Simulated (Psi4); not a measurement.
# [PH2]− (SMILES [PH2-]) at MP2/aug-pcseg-1 (density fitting, density fitting for correlation, sweep point 2)

Aim: a structure relaxation of [PH2]−. Input form: a Python script.

Program for the calculation: Psi4 1.11.

3 further runs of the same task are left out: 3 set aside as unsound or not needed.

### 1 Starting point

[PH2]− has 3 atoms, charge -1, and is taken as a singlet. As SMILES, `[PH2-]`. The shape is that of a GFN2-xTB optimisation. The run starts from this shape.

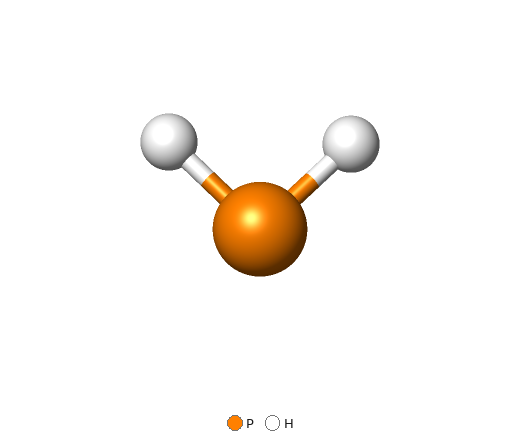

Viewed from a chosen angle; phosphorus orange, hydrogen white.

### 2 A geometry optimisation at MP2/aug-pcseg-1 (density fitting, density fitting for correlation, sweep point 2)

File run.py:

```python
import psi4

psi4.set_memory('1600 MB')
psi4.set_num_threads(1)
psi4.core.set_output_file('run.log', False)

mol = psi4.geometry("""
-1 1
P      0.94282216    -0.55478580     0.46307739
H      0.19953618     1.87124460     0.31205047
H     -1.14233944    -1.31647770    -0.77512786
units au
symmetry c1
""")

psi4.set_options({
    'basis': 'aug-pcseg-1',
    'reference': 'rhf',
    'puream': True,
    'scf_type': 'df',
    'num_frozen_docc': 5,
    'g_convergence': 'gau_tight',
    'geom_maxiter': 50,
})

energy_value, wavefunction = psi4.optimize("mp2", return_wfn=True)
print(f'mp2 energy: {energy_value:.10f} Eh')
mol.save_xyz_file('final.xyz', False)
for k, v in sorted(psi4.core.scalar_variables().items()):
    print(f'{k:45s} {v:18.10f}')
```

Command:

```sh
$ python run.py
```

run.log:

```text
[...]
  Running in c1 symmetry.
[...]
  Nuclear repulsion =   12.078193184962927
[...]
  Multiplicity = 1
[...]
  Nalpha       = 9
  Nbeta        = 9
[...]
    Number of basis functions: 45
[...]
   @DF-RHF iter   1:  -341.76768161485177   -3.53477e-01   5.95522e-03 DIIS/ADIIS
[...]
   @DF-RHF iter   8:  -341.84977746593637   -3.41061e-13   2.42850e-11 DIIS
[...]
    Orbital Energies [Eh]
    ---------------------
    Doubly Occupied:
       1A    -79.654918     2A     -7.212837     3A     -5.117499
       4A     -5.116488     5A     -5.114960     6A     -0.559440
       7A     -0.272441     8A     -0.164313     9A     -0.045826
[...]
  @DF-RHF Final Energy:  -341.84977746593637
   => Energetics <=
    Nuclear Repulsion Energy =             11.3425882410872365
    One-Electron Energy =                -499.8672885622507351
    Two-Electron Energy =                 146.6749228552271802
    Total Energy =                       -341.8497774659363131
[...]
 Multipole Moments:
 ------------------------------------------------------------------------------------
     Multipole            Electronic (a.u.)      Nuclear  (a.u.)        Total (a.u.)
 ------------------------------------------------------------------------------------
 L = 1.  Multiply by 2.5417464519 to convert [e a0] to [Debye]
 Dipole X            :          1.4616391           -1.5831597           -0.1215205
 Dipole Y            :         -0.7763869            0.8409357            0.0645488
 Dipole Z            :          0.0000000            0.0000000            0.0000000
 Magnitude           :                                                    0.1376001
[...]
  -Total Gradient:
     Atom            X                  Y                   Z
    ------   -----------------  -----------------  -----------------
       1       -0.000010940650     0.000005822613     0.000000000000
       2        0.000002192847    -0.000009091633    -0.000000000000
       3        0.000008747802     0.000003269020    -0.000000000000
[...]
    Final optimized geometry and variables:
    Molecular point group: c1
    Full point group: Cs
    Geometry (in Bohr), charge = -1, multiplicity = 1:
    P            0.100624940716    -0.053449507995    -0.000000000000
    H           -0.626594795703     2.552729189228     0.000000000000
    H           -2.465938992577    -0.910050860516     0.000000000000
[...]
```

Standard output:

```text
Some dependencies such as QCElemental have not yet finished migration to pydantic v2. If issues are encountered please downgrade pydantic or upgrade QCElemental as appropriate
	Denominators (dg)(dq) or (dq)(dq) are very small.
	Skipping Hessian update for step 4.
Optimizer: Optimization complete!
mp2 energy: -341.9895393009 Eh
CURRENT CORRELATION ENERGY                         -0.1397618349
CURRENT ENERGY                                   -341.9895393009
CURRENT REFERENCE ENERGY                         -341.8497774659
CUSTOM SCS-MP2 CORRELATION ENERGY                  -0.1431645907
CUSTOM SCS-MP2 TOTAL ENERGY                      -341.9929420567
DD SOLVATION ENERGY                                 0.0000000000
HF KINETIC ENERGY                                 342.1850901824
HF POTENTIAL ENERGY                              -684.0348676483
HF TOTAL ENERGY                                  -341.8497774659
HF VIRIAL RATIO                                     1.9990200838
MP2 CORRELATION ENERGY                             -0.1397618349
MP2 DOUBLES ENERGY                                 -0.1397618349
MP2 OPPOSITE-SPIN CORRELATION ENERGY               -0.1114353605
MP2 SAME-SPIN CORRELATION ENERGY                   -0.0283264744
MP2 SINGLES ENERGY                                 -0.0000000000
MP2 TOTAL ENERGY                                 -341.9895393009
NUCLEAR REPULSION ENERGY                           11.3425882411
ONE-ELECTRON ENERGY                              -499.8672885623
OPTIMIZATION ITERATIONS                             5.0000000000
PCM POLARIZATION ENERGY                             0.0000000000
PE ENERGY                                           0.0000000000
SCF ITERATION ENERGY                             -341.8497774659
SCF ITERATIONS                                      8.0000000000
SCF TOTAL ENERGY                                 -341.8497774659
SCS-MP2 CORRELATION ENERGY                         -0.1431645907
SCS-MP2 TOTAL ENERGY                             -341.9929420567
TWO-ELECTRON ENERGY                               146.6749228552
```

Wall time 9.6 s (1 thread of Intel Xeon at 2.70GHz, shared host); peak memory 0.22 GiB.

Steps, from the record of the run:

```tsv
step	energy from the first frame kept (eV)	largest force (eV/Å)
0	0.0000	2.8220
1	-0.1812	0.1902
2	-0.1826	0.0158
3	-0.1826	0.0032
4	-0.1826	0.0006
```

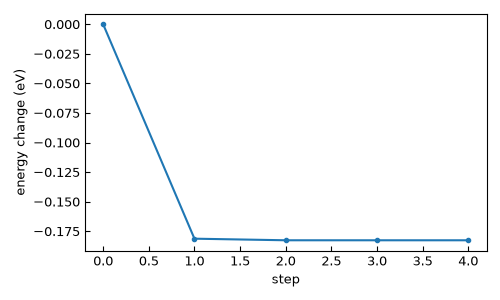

Energy along the run.

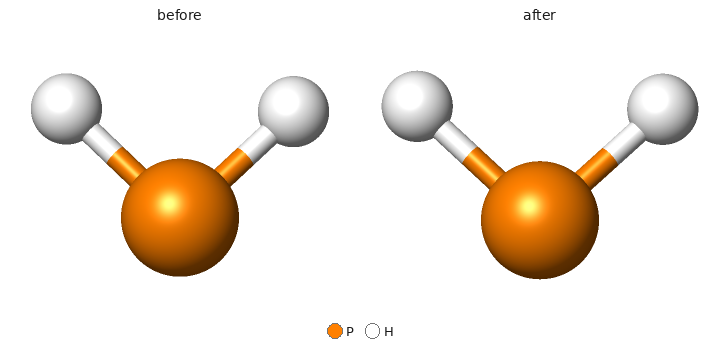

Before and after, at one scale.

After the run. Bond lengths: P1–H2 1.432 Å, P1–H3 1.432 Å. Angles: H2–P1–H3 92.9°.

### 3 What came out

At MP2/aug-pcseg-1 (density fitting, density fitting for correlation, sweep point 2), 5 core orbitals frozen:

| quantity | value |
| --- | --- |
| total energy at the end | -341.98954 Eh |
| correlation energy (5 core orbitals frozen) | -139.8 mEh |

At the final geometry: Bond lengths: P1–H2 1.432 Å, P1–H3 1.432 Å. Angles: H2–P1–H3 92.9°. The optimisation took 5 steps and changed the energy by -0.183 eV.
